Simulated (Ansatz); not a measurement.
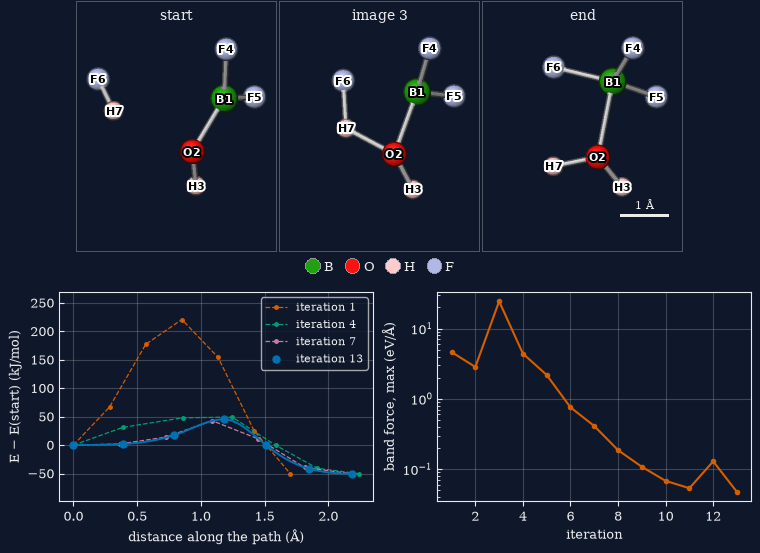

A nudged-elastic-band calculation for BH₂OF₃. Images are numbered from 0 (start) to 6 (end). The plot follows the band through its iterations. The picture is a ball-and-stick view, seen at a tilt.

These are results of Ansatz, RKS PBE0-D4/def2-SVP, not measurements. Run with 5 movable images; climbing image; force threshold 0.05 eV/Å; iteration limit 60; starting path by straight interpolation.

### How did the profile develop, and is the result final?

The run is converged, with reservations. The band converged in 13 iterations. The largest component of the band force went from 4.6 to 0.048 eV/Å. The climbing image converged on the top of the path. Its curvatures weren't checked. The straight starting path can push atoms close together and costs iterations. The first iteration put the highest image at 220.7 kJ/mol. The highest point, image 3, lies 45.2 kJ/mol above the start and 95.6 kJ/mol above the end; the end is at −50.3 kJ/mol relative to the start.

Cost: 96 s on 1 thread of Intel(R) Xeon(R) 6975P-C (Granite Rapids) (shared host), peak memory 0.17 GiB.
